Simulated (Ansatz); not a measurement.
# GeH2ClF (SMILES [F][GeH2][Cl]): CCSD/aug-cc-pVDZ

What is the vertical singlet–triplet gap of GeH2ClF at CCSD/aug-cc-pVDZ? 

The results are computed with Ansatz 0.2.0.

47 further runs of the same task are left out: 2 that didn't finish, 45 set aside as unsound or not needed.

## 1. The system as given

The species is GeH2ClF (5 atoms), meant as a singlet with charge 0. SMILES: `[F][GeH2][Cl]`. Geometry: relaxed at PBE0-D4/def2-TZVP.

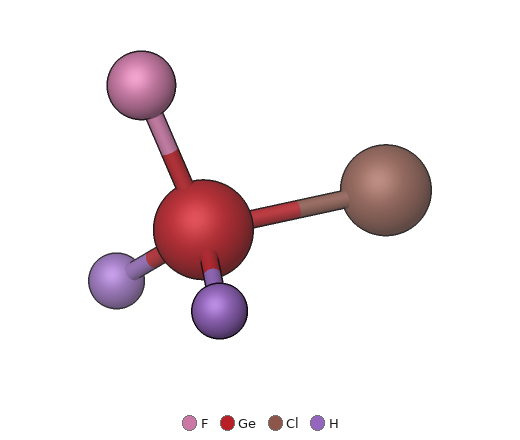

Viewed from a chosen angle; fluorine pink, germanium red, chlorine brown, hydrogen purple.

## 2. A single-point energy at CCSD/aug-cc-pVDZ

input.yaml

```yaml
crystal:
  periodic: [false, false, false]
  atoms:
    - symbol: F
      position_ang: [-0.242000, -0.508000, 1.588600]
    - symbol: Ge
      position_ang: [0.139900, -0.089200, -0.045500]
    - symbol: Cl
      position_ang: [-1.390300, 1.244900, -0.698900]
    - symbol: H
      position_ang: [0.067600, -1.375500, -0.867400]
    - symbol: H
      position_ang: [1.474700, 0.654200, -0.018300]
basis:
  gaussian:
    orbitals: aug-cc-pVDZ
correlation:
  method: ccsd
  frozen_orbitals: {Cl: 5, F: 1, Ge: 9, H: 0}
accuracy: high
scf:
  omitted_lower_state_checks: [cluster_reference, increment]
```

Launch:

```
$ ansatz run input.yaml --threads 1 --pin off --max-ram 3480MiB --events-out events.jsonl --progress --plain --runs-dir runs
```

Log, shortened:

```text
Warning: RAYON_NUM_THREADS=1 ignored (pool sized by the plan → 1); use --threads N
Functional definition: HF
  name "HF"
[...]
2113 factors; integrals over basis functions are off by at most 4.4e-9 eV
[...]
mean field -71716.61742293 eV, -2635.5370790234 hartree, gradient 1.8e-8 eV, S^2 0.000000; 0 other end points of the search recorded, 0 dependent functions left out
15 core orbitals not correlated: weight in the atoms' cores, before any rotation towards them, 1.000 or more for the frozen orbitals, at most 0.000 for the correlated occupied ones
reference -71716.61742293 eV, -2635.5370790234 hartree; 15, 15 occupied and 74, 74 virtual orbitals, 2113 factors
second order -12.97817567 eV of doubles, -0.00000000 eV of singles
cycle   1  -13.31339636 eV  change   -3.4e-1 eV  update   9.0e-2
[...]
cycle  20  -13.70784264 eV  change  -9.6e-10 eV  update   2.0e-9
Total energy: -71730.32526557 eV, -2636.0408329491 hartree
Checks for a lower state left out: cluster_reference, increment
```

It took 32 s on 1 thread of Arm Neoverse V1, shared host; peak memory 0.69 GiB.

## 3. The triplet

job.yaml

```yaml
crystal:
  periodic: [false, false, false]
  atoms:
    - {symbol: F, position_ang: [-0.242000, -0.508000, 1.588600]}
    - {symbol: Ge, position_ang: [0.139900, -0.089200, -0.045500]}
    - {symbol: Cl, position_ang: [-1.390300, 1.244900, -0.698900]}
    - {symbol: H, position_ang: [0.067600, -1.375500, -0.867400]}
    - {symbol: H, position_ang: [1.474700, 0.654200, -0.018300]}
basis:
  gaussian:
    orbitals: aug-cc-pVDZ
magnetization:
  spin_polarized: true
  initial_magnetization: 2
correlation:
  method: ccsd
  frozen_orbitals: {Cl: 5, F: 1, Ge: 9, H: 0}
accuracy: high
scf:
  omitted_lower_state_checks: [cluster_reference, increment]
```

Launch:

```
$ ansatz run job.yaml --threads 1 --pin off --max-ram 3480MiB --events-out events.jsonl --progress --plain --runs-dir runs
```

Log, shortened:

```text
Warning: RAYON_NUM_THREADS=1 ignored (pool sized by the plan → 1); use --threads N
Functional definition: HF
  name "HF"
[...]
2113 factors; integrals over basis functions are off by at most 4.4e-9 eV
[...]
mean field -71709.38825244 eV, -2635.2714119080 hartree, gradient 2.0e-8 eV, S^2 2.013630; 13 other end points of the search recorded, 0 dependent functions left out
15 core orbitals not correlated: weight in the atoms' cores, before any rotation towards them, 1.000 or more for the frozen orbitals, at most 0.000 for the correlated occupied ones
reference -71709.38825244 eV, -2635.2714119080 hartree; 16, 14 occupied and 73, 75 virtual orbitals, 2113 factors
second order -12.63079936 eV of doubles, -0.00000000 eV of singles
cycle   1  -13.07843810 eV  change   -4.5e-1 eV  update   1.1e-1
[...]
cycle  49  -13.61784497 eV  change   7.5e-10 eV  update   2.5e-9
Total energy: -71723.00609741 eV, -2635.7718584803 hartree
Checks for a lower state left out: cluster_reference, increment
```

Wall time 4.7 min (1 thread of Arm Neoverse V1, shared host); peak memory 1.5 GiB.

## 4. What came out

At CCSD/aug-cc-pVDZ, 15 core orbitals frozen:

| quantity | value |
| --- | --- |
| singlet: total energy | -2636.04083 Eh |
| singlet: correlation energy (15 core orbitals frozen) | -503.8 mEh |
| singlet: T1 diagnostic | 0.011 |
| triplet: total energy | -2635.77186 Eh |
| triplet: correlation energy (15 core orbitals frozen) | -500.4 mEh |
| triplet: ⟨S²⟩ of the reference determinant | 2.014 |
| triplet: T1 diagnostic | 0.033 |
| vertical energy of the triplet above the singlet | 7.319 eV |

At this shape the triplet lies 7.32 eV (169 kcal/mol) above the singlet.
